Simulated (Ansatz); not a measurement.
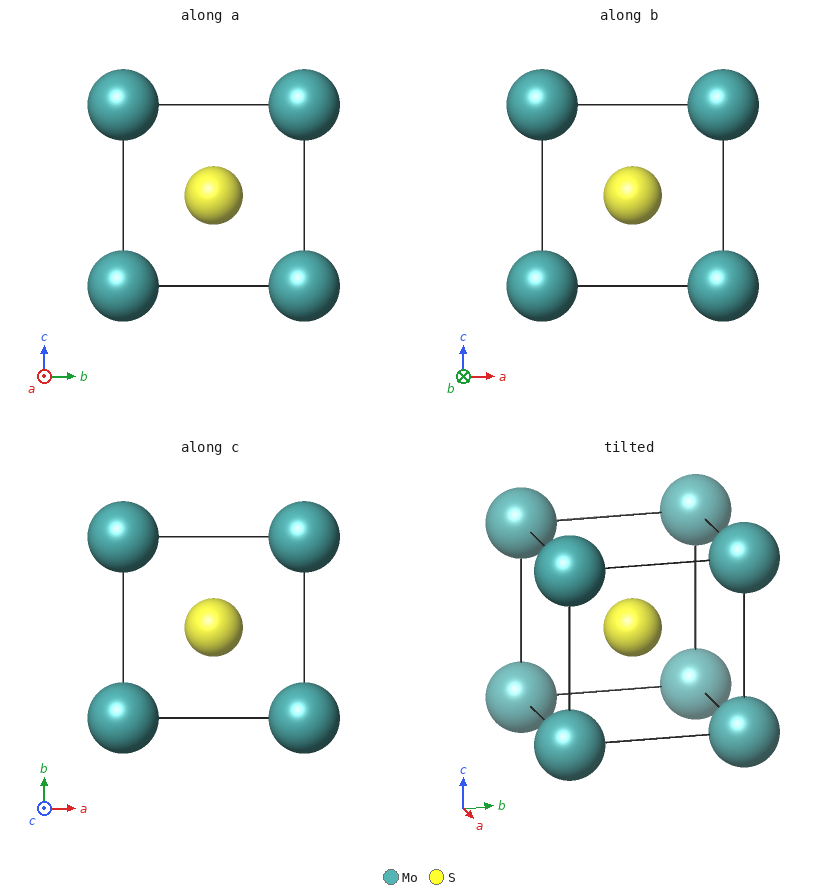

Drawn in the spheres-only manner and seen along the a axis, along the b axis, along the c axis and slightly off an axis. Lines trace the edges of the conventional unit cell.

Lattice parameters: a = 3.502 Å, b = 3.502 Å, c = 3.502 Å, α = 90.00°, β = 90.00°, γ = 90.00°. Put a along x and b in the xy plane.

Express the structure as a POSCAR file.

```
Mo S
1.0
     3.502    0.000    0.000
     0.000    3.502    0.000
     0.000    0.000    3.502
Mo S
1 1
Direct
  0.0000 0.0000 0.0000
  0.5000 0.5000 0.5000
```

The structure comes from a structure type filled with these elements by a generator (whether the compound takes this form wasn't checked). Earlier steps of the study, as a rule a relaxation of our own, may have changed the cell and positions, so they can lie some per cent off the listed ones. A calculation with Ansatz used it as input.

At this level of theory the run's own cell isn't at rest (stretched, at -8 GPa), so its distances can differ from those at equilibrium, the more so the softer the solid.
